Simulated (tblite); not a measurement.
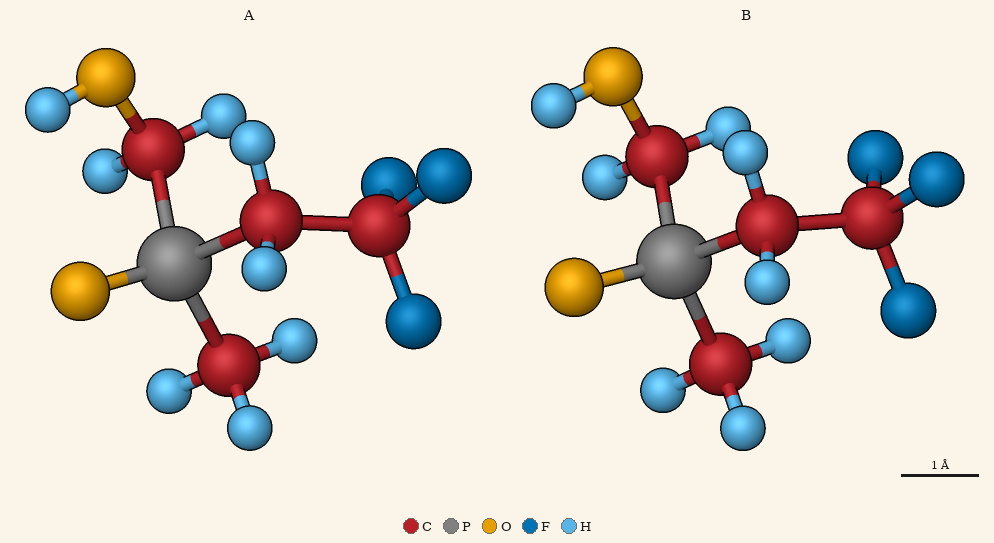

Two geometries of C4H8F3O2P, drawn at one scale. One is the start of a relaxation, the other its converged end. A ball-and-stick model, seen at a tilt.

All numbers below come from GFN2-xTB geometry optimisation, gas phase in tblite. 

Question: Which geometry has the lower energy?

Answer: Structure A is the relaxed one. Over 70 geometry steps the energy falls by 6.62 kcal/mol. The largest move after the best rigid fit is that of an F atom, 0.39 Å. By element the largest moves are F 0.39 Å, H 0.23 Å, O 0.16 Å, C 0.13 Å, P 0.07 Å. Some distances before and after: C–P 1.772 → 1.859 Å, C–P 1.793 → 1.857 Å, C–P 1.788 → 1.827 Å, O–P 1.502 → 1.468 Å. Bond angles that change, for instance: P–C–H 111.0° → 106.7°, C–P–C 107.9° → 103.7°, C–P–C 105.8° → 109.4°. Cost: 0.55 s on 1 thread of Arm Neoverse V1, on a shared host.
